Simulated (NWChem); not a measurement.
# BCl (SMILES [B]Cl) at M06-SX/6-31G(d) (spherical functions, esp resp)

Aim: the solvation energy at fixed shape (SMD, diethyl ether) of BCl at M06-SX/6-31G* (spherical functions, esp resp), from 2 runs. 

The results are computed with NWChem 7.3.0.

4 further runs of the same task are left out: 4 set aside as unsound or not needed.

### Step 1. The system as given

The species is BCl (2 atoms), meant as a singlet with charge 0. As SMILES, `[B]Cl`. The coordinates come from a GFN2-xTB relaxation.

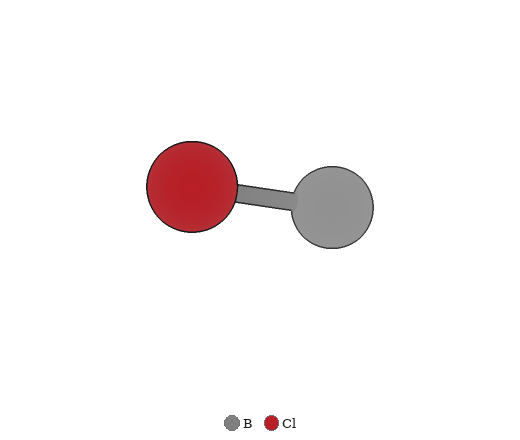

The structure, seen from a chosen angle (boron grey, chlorine red).

### Step 2. A single-point energy at M06-SX/6-31G(d) (spherical functions, esp resp)

run.nw

```
start run
title "BCl"
memory stack 880 mb heap 220 mb global 1100 mb

geometry units atomic noautosym nocenter noautoz
  B      0.00000000     0.00000000     0.00000000
  Cl     0.00000000     0.00000000     2.98298938
end

basis spherical bse
  * library 6-31G*
end

dft
  xc m06-sx
  mult 1
  grid fine
  direct
  mulliken
  noprint "final vectors analysis"
end

esp
  restrain
  range 0.4
  spacing 0.035
  recalculate
end

task dft energy
task esp
```

Launch:

```bash
$ nwchem run.nw > run.out
```

The log of the run:

```text
[...]
          Wavefunction type:  closed shell.
          No. of atoms     :     2
          No. of electrons :    22
[...]
          Charge           :     0
          Spin multiplicity:     1
[...]
          AO basis - number of functions:    32
[...]
              XC Information
              --------------
                      MN12-SX Method XC Functional
                     Hartree-Fock (Exact) Exchange  0.335
                        M06-SX Exchange Functional  1.000
                      M06-SX Correlation Potential  1.000
[...]
 d= 0,ls=0.0,diis     1   -484.8837981326 -5.13D+02  1.77D-02  1.45D-01     0.6
[...]
 d= 0,ls=0.0,diis     7   -484.9022068387 -1.17D-08  1.34D-06  8.48D-10     2.6
         Total DFT energy =     -484.902206838686
      One electron energy =     -723.891333903095
           Coulomb energy =      242.738402420660
    Exchange-Corr. energy =      -32.244180691784
 Nuclear repulsion energy =       28.494905335533
[...]
      Total Density - Mulliken Population Analysis
     ---------------------------------------------
    Atom       Charge   Shell Charges
 -----------   ------   -------------------------------------------------------
    1 B    5     5.07   2.00  0.66  0.89  1.25  0.21  0.06
    2 Cl  17    16.93   2.00  2.00  5.97  1.40  3.67  0.50  1.36  0.02
[...]
 Dipole moment                                  0.735438    0.735103    0.735103
 Quadrupole moment Qxx                          0.000000    0.000000   -0.000000
                   Qyy                          0.000000    0.000000   -0.000000
                   Qzz                          0.000000    0.000000    0.000000
[...]
```

Wall time 4.8 s (1 thread of AMD EPYC 7R43 (Zen 3), shared host); peak memory 0.18 GiB.

### Step 3. A single-point energy at M06-SX/6-31G(d) (spherical functions, SMD diethyl ether, esp resp)

bcl.nw

```
start bcl
memory stack 880 mb heap 220 mb global 1100 mb

geometry units angstroms noautosym nocenter noautoz
  B      0.000000     0.000000     0.000000
  Cl     0.000000     0.000000     1.578530
end

basis spherical bse
  B library 6-31G*
  Cl library 6-31G*
end

cosmo
  do_cosmo_smd true
  solvent ether
end

dft
  xc m06-sx
  grid fine
  direct
  mulliken
end

esp
  restrain
  range 0.4
  spacing 0.035
  recalculate
end

task dft energy
task esp
```

Launch:

```bash
$ nwchem bcl.nw > bcl.out
```

The log of the run:

```text
[...]
          Wavefunction type:  closed shell.
          No. of atoms     :     2
          No. of electrons :    22
[...]
          Charge           :     0
          Spin multiplicity:     1
[...]
          AO basis - number of functions:    32
[...]
              XC Information
              --------------
                      MN12-SX Method XC Functional
                     Hartree-Fock (Exact) Exchange  0.335
                        M06-SX Exchange Functional  1.000
                      M06-SX Correlation Potential  1.000
[...]
 d= 0,ls=0.0,diis     1   -484.8837981178 -5.13D+02  1.77D-02  1.45D-01     0.5
[...]
 d= 0,ls=0.0,diis     6   -484.9068330666 -1.20D-08  1.28D-06  1.10D-09     4.9
         Total DFT energy =     -484.906833066554
      One electron energy =     -723.720326294367
           Coulomb energy =      242.645214912798
    Exchange-Corr. energy =      -32.241554415248
 Nuclear repulsion energy =       28.494907391671
             COSMO energy =       -0.085074661409
[...]
      Total Density - Mulliken Population Analysis
     ---------------------------------------------
    Atom       Charge   Shell Charges
 -----------   ------   -------------------------------------------------------
    1 B    5     5.07   2.00  0.66  0.91  1.18  0.27  0.06
    2 Cl  17    16.93   2.00  2.00  5.97  1.41  3.67  0.51  1.34  0.02
[...]
 Dipole moment                                  0.892366    0.892023    0.892023
 Quadrupole moment Qxx                          0.000000    0.000000    0.000000
                   Qyy                          0.000000    0.000000    0.000000
                   Qzz                          0.000000    0.000000    0.000000
[...]
```

It took 7.2 s on 1 thread of AMD EPYC 7R43 (Zen 3), shared host; peak memory 0.18 GiB.

### Step 4. Summary of results

At M06-SX/6-31G* (spherical functions, esp resp):

```
                                        quantity          value
                         gas phase: total energy  -484.90221 Eh
                        gas phase: dipole moment         2.06 D
                SMD, diethyl ether: total energy  -484.90683 Eh
               SMD, diethyl ether: dipole moment         2.49 D
                 SMD, diethyl ether: HOMO energy       -6.38 eV
                 SMD, diethyl ether: LUMO energy       -0.75 eV
               SMD, diethyl ether: HOMO–LUMO gap        5.62 eV
  SMD, diethyl ether: solvent term in the energy   -12.1 kJ/mol
energy change from gas to solvent at fixed shape      -0.126 eV
```

**Reading.** The solvent model (SMD, diethyl ether) lowers the energy by 0.13 eV (−12.1 kJ/mol) at the same shape.
